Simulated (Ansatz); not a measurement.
## The dipole moment down a group: B to Ga

One atom is swapped for its congeners: C3H9BO2 `CC(C)B(O)O`; C3H9AlO2 `C[CH](C)[Al]([OH])[OH]`; C3H9GaO2 `C[CH](C)[Ga]([OH])[OH]`. All are singlets with charge 0.

Shapes, held fixed at every level: PBE0-D4/def2-TZVP. Flexible molecules stand in one conformer, not always the lowest. Programs: Ansatz 0.2.0. Values in D.

```
               level  C3H9BO2  C3H9AlO2  C3H9GaO2
   PBE-D4/def2-TZVPP     1.18      1.65      2.16
r2SCAN-D4/def2-TZVPP     1.22      1.76      2.24
 B3LYP-D4/def2-TZVPP     1.25      1.76      2.30
  wB97M-V/def2-TZVPP     1.25      1.80      2.29
```

At wB97M-V/def2-TZVPP the dipole moment rises at every step, from 1.25 to 2.29 D. Every level shows the same order. Relativity is left out for Ga unless named.

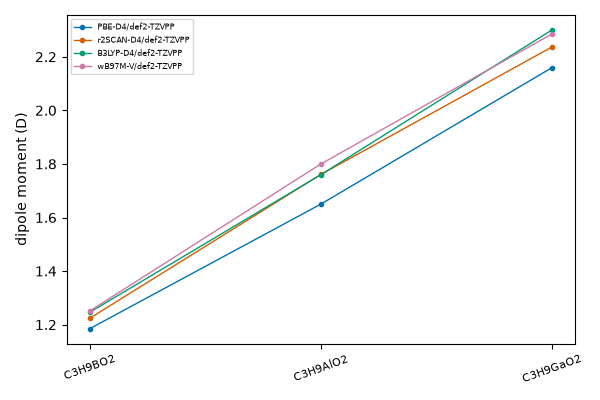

The trend along the series, level by level.
